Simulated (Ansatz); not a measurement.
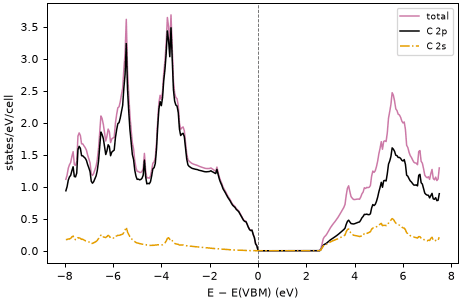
Total and projected density of states of C in space group Im-3m (No. 229; C on 12d), plane-wave PAW r²SCAN (Ansatz code)

Problem. Which orbitals carry the states next to the gap?

Solution. Top 1 eV of the valence band: C 2p 98 %. Bottom 1 eV of the conduction band: C 2p 48 %, C 2s 37 %, outside the projected shells 15 %. Projections are on Löwdin-orthogonalised atomic valence shells; empty p or d shells of many metals are not among them.

Problem. Where is the tallest occupied peak in this window, and what makes it?

Solution. Near -3.6 eV, about 3.7 states/eV per cell; the largest projected share is C 2p.

The start of the workflow was typed in or built on a structure type; neither database checked (COD, Materials Project) lists it. It is not the phase usual at ambient conditions (space group No. 194, 227). Symmetry was held in the r²SCAN relaxation; whether a distortion lowers the energy is not shown.

Potentials: the later of the program's two PAW sets.
